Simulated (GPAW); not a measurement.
# InBH3OF (SMILES O[B](F)[InH2]), run twice

Aim: the charge distribution of InBH3OF at PBE/dzp (scalar-relativistic datasets).

The calculation is run with GPAW 26.7.0.

6 further runs of the same task are left out: 4 that didn't finish, 2 set aside as unsound or not needed.

### Step 1. The structure to begin with

InBH3OF has 7 atoms, charge 0, and is taken as a singlet. SMILES: `O[B](F)[InH2]`. Geometry: a GFN2-xTB relaxation, a rough one for these elements and not checked as a minimum. This is one conformer, not always the lowest.

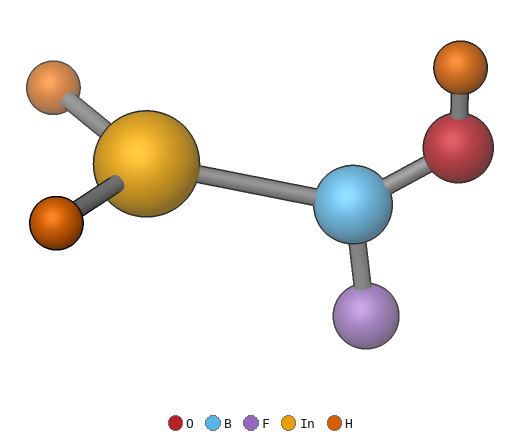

Viewed from a chosen angle; oxygen red, boron blue, fluorine purple, indium amber, hydrogen orange.

### Step 2. First attempt

calc.py

```python
import numpy as np
from ase import Atoms
from ase.units import Debye
from gpaw import GPAW

# Structure
system = Atoms(["O", "B", "F", "In", "H", "H", "H"],
    positions=[[  1.669780,  -0.457290,   1.143980],
               [  0.510300,  -0.655090,   0.527770],
               [  0.046080,  -1.908110,   0.652980],
               [ -0.973020,   0.584040,  -0.764140],
               [  2.099170,   0.396940,   1.126240],
               [ -2.491920,   1.244590,  -0.179480],
               [ -0.860390,   0.794910,  -2.507350]])
system.center(vacuum=4.5)

# DFT calculator
dft = GPAW(mode="lcao", basis="dzp", h=0.2, xc="BLYP", maxiter=89, txt="-")
system.calc = dft

energy = system.get_potential_energy()
print(f"Energy: {energy:.5f} eV")
forces = system.get_forces()
print("Forces (eV/Ang)")
for symbol, f in zip(system.symbols, forces):
    print(f'{symbol:2} {f[0]:9.4f} {f[1]:9.4f} {f[2]:9.4f}')
dipole = system.get_dipole_moment() / Debye
print(f"Dipole: {np.linalg.norm(dipole):.3f} D")
homo, lumo = dft.get_homo_lumo()
print(f"HOMO: {homo:.3f} eV")
print(f"LUMO: {lumo:.3f} eV")
print(f"Gap: {lumo - homo:.3f} eV")
```

Command:

```bash
$ python calc.py > calc.log
```

Log:

```text
__  _  _
 | _ |_)|_||  |
 |__||  | ||/\| - 26.7.0

units:  Angstrom and eV
cores:  1
OpenMP: False

Versions:
  Python: 3.12.14
  ASE:    3.29.0
  Numpy:  2.5.5
  Scipy:  1.18.1
  Libxc:  7.0.0

        _gpaw.cpython-312-aarch64-linux-gnu.so

Input parameters:
  mode=LCAO(),
  basis={'default': 'dzp'},
  h=0.2,
  maxiter=89,
  xc=XC(name='BLYP')
FileNotFoundError: Could not find required PAW dataset file "O.BLYP".

You need to set the GPAW_SETUP_PATH environment variable to point to
the directories where PAW dataset and basis files are stored.  See
```

It took 0.56 s on 1 thread of Arm Neoverse V2, shared host; peak memory 0.097 GiB.

### Step 3. Reading the log

The input was rejected.

The log says `FileNotFoundError: Could not find required PAW dataset file "O.BLYP".`. The fault: a file that the run needs isn't there. To mend it: functional PBE in place of BLYP (no datasets).

### Step 4. Try two

sp.py

```python
import numpy as np
from ase import Atoms
from ase.units import Debye
from gpaw import GPAW

# Atomic positions
molecule = Atoms(["O", "B", "F", "In", "H", "H", "H"],
    positions=[[  1.669780,  -0.457290,   1.143980],
               [  0.510300,  -0.655090,   0.527770],
               [  0.046080,  -1.908110,   0.652980],
               [ -0.973020,   0.584040,  -0.764140],
               [  2.099170,   0.396940,   1.126240],
               [ -2.491920,   1.244590,  -0.179480],
               [ -0.860390,   0.794910,  -2.507350]])
molecule.center(vacuum=4.5)

# Ground state
calc = GPAW(mode="lcao", basis="dzp", h=0.2, xc="PBE", maxiter=100, txt="-")
molecule.calc = calc

energy = molecule.get_potential_energy()
print(f"Energy = {energy:.5f} eV")
forces = molecule.get_forces()
print("Forces (eV/Ang)")
for symbol, f in zip(molecule.symbols, forces):
    print(f'{symbol:2} {f[0]:9.4f} {f[1]:9.4f} {f[2]:9.4f}')
dipole = molecule.get_dipole_moment() / Debye
print(f"Dipole                  {np.linalg.norm(dipole):.3f} D")
homo, lumo = calc.get_homo_lumo()
print(f"HOMO                    {homo:.3f} eV")
print(f"LUMO: {lumo:.3f} eV")
print(f"Gap = {lumo - homo:.3f} eV")
```

Command:

```bash
$ python sp.py
```

Log:

```text
[...]
Number of symmetries: 1
[...]
  Number of IBZ points: 1
[...]
basis functions: 77
Spin-components: 1 (collinear spins)
Bands:           24
[...]
  Valence electrons: 32.0
[...]
  Grid points: [68 60 64]
  Charge: 0.0  # |e|
[...]
    cutoffs:
[...]
occupation numbers:
  # Zero width
[...]
xc functional:
  name: PBE with 2 nearest neighbor stencil
[...]
|iter     |     time |      energy | eigst |  dens |
[...]
|iter:   1| 00:00:05 |  -30.622484 |      c|       |
[...]
|iter:   9| 00:00:09 |  -28.865966c|      c| -4.15c|
Converged in 9 steps
[...]
Energy contributions relative to reference atoms: (reference = -165437.312800)
Energy contributions:
  Kinetic:          30.738953
  Coulomb:         -31.167724
  Zero:              0.852687
  External:          0.000000
  Xc:              -29.289882
  Entropy:           0.000000
  Spinorbit:         0.000000
  ----------------------------
  Free energy:     -28.865966
  Extrapolated:    -28.865966
dipole moment: (0.366643, 0.323705, 0.124179)  # |e|*Ang
Fermi level: -4.286
Eigenvalues  # (at kpt = [0.000, 0.000, 0.000])
| band index |      eig [eV] | occ [0-2] |
|------------|---------------|-----------|
|          0 |       -29.968 |     2.000 |
|        ... |               |           |
|          8 |       -12.432 |     2.000 |
|          9 |       -10.960 |     2.000 |
|         10 |       -10.755 |     2.000 |
|         11 |        -9.599 |     2.000 |
|         12 |        -9.470 |     2.000 |
|         13 |        -8.700 |     2.000 |
|         14 |        -6.524 |     2.000 |
|         15 |        -6.084 |     2.000 |
|         16 |        -2.488 |     0.000 |
|         17 |        -0.881 |     0.000 |
[...]
Gap: 3.596 eV
Transition (v -> c):
[...]
Forces (eV/Ang)
O     1.0250   -0.8211    0.8624
B    -1.2700    0.6469   -0.9773
F    -0.3716   -0.8503    0.0211
In    0.1237   -0.0210    0.0502
H     0.2941    1.1530   -0.2106
H     0.1051   -0.0337    0.0864
H     0.1106   -0.0516    0.0998
Dipole                  2.424 D
HOMO                    -6.084 eV
LUMO: -2.488 eV
Gap = 3.596 eV
```

It took 9.5 s on 1 thread of Arm Neoverse V2, shared host; peak memory 0.66 GiB.

### Step 5. Outcome

At PBE/dzp (scalar-relativistic datasets):

| quantity | value |
| --- | --- |
| energy as printed (from the program's reference atoms) | -28.8660 eV |
| dipole moment | 2.42 D |
| HOMO energy | -6.08 eV |
| LUMO energy | -2.49 eV |
| HOMO–LUMO gap | 3.60 eV |
